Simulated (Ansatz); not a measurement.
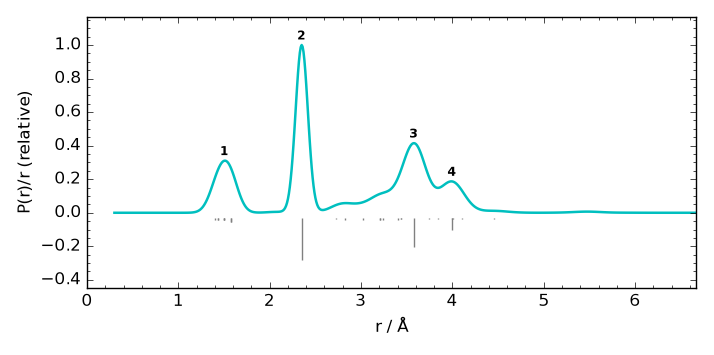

Simulated gas electron diffraction: radial distribution curve of GaH8PSi. Each pair of atoms contributes with weight ZᵢZⱼ/r (bars below the curve); damping constant 0.001 Å²; vibrational amplitudes assumed, not computed: 0.05 Å for bonds, 0.078 Å for bonds to H, 0.06 + 0.015 r up to 0.15 Å for other pairs. The geometry is the end point of an optimisation (RKS PBE0-D4/def2-SVP (Ansatz)); it may be a saddle point or a higher isomer.

> Which pairs of atoms lie under the numbered peaks? Mark bonded pairs by – and others by ···.

Peak 1, 1.51 Å: P–H 1.40–1.43 Å (×3), Si–H 1.50 Å (×3), Ga–H 1.57–1.58 Å (×2), not resolved
Peak 2, 2.35 Å: Ga–Si 2.35 Å
Peak 3, 3.58 Å: Ga···P 3.59 Å; in its flanks Ga···H 3.02–3.24 Å
Peak 4, 3.99 Å: P···H 3.99–4.11 Å (×3), P···Si 4.00 Å, not resolved
